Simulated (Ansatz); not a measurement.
# Fields on a plane of PbBrF (space group P4/nmm)

```yaml
crystal:
  lattice:
    - [4.10128, 0.00000, 0.00000]
    - [0.00000, 4.10128, 0.00000]
    - [0.00000, 0.00000, 7.38339]
  atoms:
    - { symbol: Pb, position: [0.00000, 0.50000, 0.80498] }
    - { symbol: Pb, position: [0.50000, 0.00000, 0.19502] }
    - { symbol: Br, position: [0.50000, 0.00000, 0.64626] }
    - { symbol: Br, position: [0.00000, 0.50000, 0.35374] }
    - { symbol: F, position: [0.50000, 0.50000, 0.00000] }
    - { symbol: F, position: [0.00000, 0.00000, 0.00000] }
```

The slice is a (0 -1 1) plane (indices of the conventional cell) through the point (0.000, 0.000, 0.000) (fractional), spanned by u = [100] and v = [011] in vectors of this cell: u (4.10 Å) and v (8.45 Å, at 90° to u). It covers one period; positions are fractions (u, v).

Atoms on it: F at (0.00, 0.00). Other atoms lie within 1 Å of the plane.

Calculation: LDA (plane waves to 420 eV, PAW, scalar-relativistic; Ansatz, an electronic-structure program). k mesh 8×8×5. Near the nuclei the fields are pseudised (PAW); where an atom keeps semicore shells as valence, they peak there. PbBrF was relaxed with its symmetry unable to fall. Spin-orbit coupling is left out, though Pb is heavy.

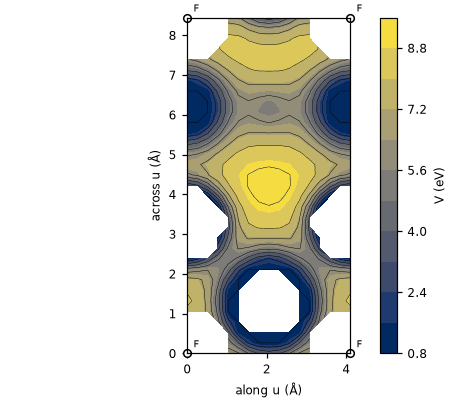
*Electrostatic potential energy of an electron, from the cell's mean, in eV, one period of the plane, atoms marked. Points within 1 Å of a nucleus are left white, as the pseudised field means little there. Values under 1 eV are set to 1. The zero, the cell's mean, hangs on the PAW cores.*

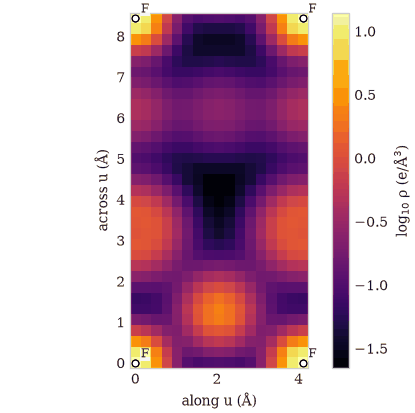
*Log₁₀ of the valence density in e/Å³, one period of the plane, atoms marked. The scale is logarithmic, as a density can span decades between atoms and voids.*
